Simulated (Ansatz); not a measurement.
TiS2, pressure series

The parent structure is TiS2 in the CdI2 type structure (space group P-3m1, No. 164; a = 3.361 Å, c = 5.522 Å; layered, stacked along the Cartesian z axis).

Cell and atoms are relaxed at each pressure.

Calculations: DFT with PBE-D3(BJ), PAW potentials and a 420 eV plane-wave cutoff in Ansatz (a program for electronic structure), no SOC.

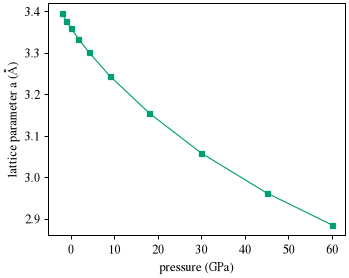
Figure: Lattice parameter a against pressure

### Question
From the plot, what is the lattice parameter a for pressure 4.2 GPa?

### Answer
About 3.30 Å.

### Question
Is the trend monotonic over the range shown?

### Answer
Yes, it falls throughout, spanning 2.885 Å to 3.395 Å.

Load acts through the strain it causes; cell and atoms are relaxed under it. Whether these cells are dynamically stable was not tested. Competing high-pressure phases were not computed. All final runs are without spin polarisation.
